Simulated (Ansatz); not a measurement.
```
Sc As S
1.0
     3.64254    0.00000    0.00606
     0.00000    3.96315    0.00000
    -1.63312    0.00000    8.74935
Sc As S
2 2 2
Direct
  0.89696 0.51704 0.78556
  0.10304 0.51704 0.21444
  0.33574 0.02233 0.70515
  0.66426 0.02233 0.29485
  0.00000 0.32021 0.50000
  0.50000 0.60059 0.00000
```

Space group P2; a structure generated by program, which may or may not match a known phase; changed on purpose from its base cell (the structure that the rattled cell fell into).

Level of theory: Ansatz, DFT PBE, scalar-relativistic, plane waves, PAW.

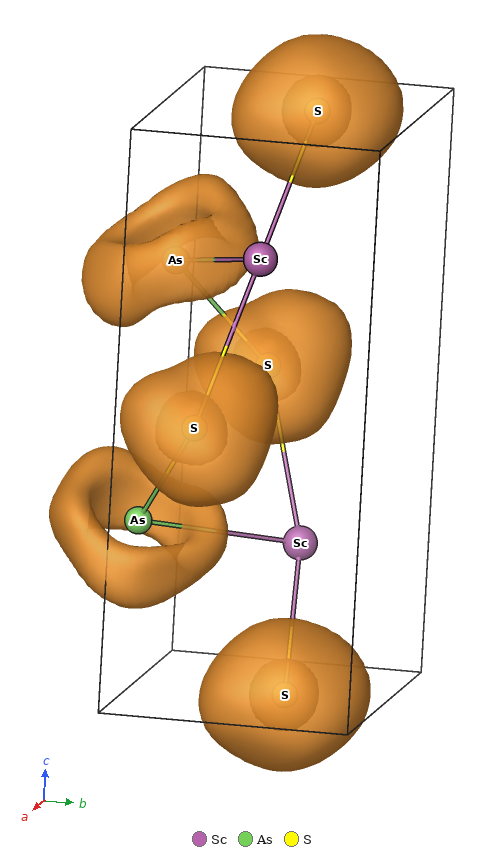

ScAsS. Isosurface of the electron localisation function at 0.7 (orange), seen slightly off an axis. Only the valence region is drawn (cores and ρ < 0.01 e/Å³ removed). Sticks mark near contacts.

> Identify the bonds, lone pairs and shells in this picture.

At this value the surface marks out one region on S in which the atom's valence shell and bonds are merged, two regions wrapped around As (the valence shell of each) and one region wrapped around S (its valence shell), counted in one cell of 6 atoms. Any copies at cell faces, edges or corners count once. Profiles from the grid: As–S (2.33 Å): the ELF peaks at about 0.85 between the atoms. Sc–S (2.62 Å): the ELF peaks at about 0.85 in the valence shell of S, 0.8 Å from its nucleus, and is about 0.40 at the midpoint.
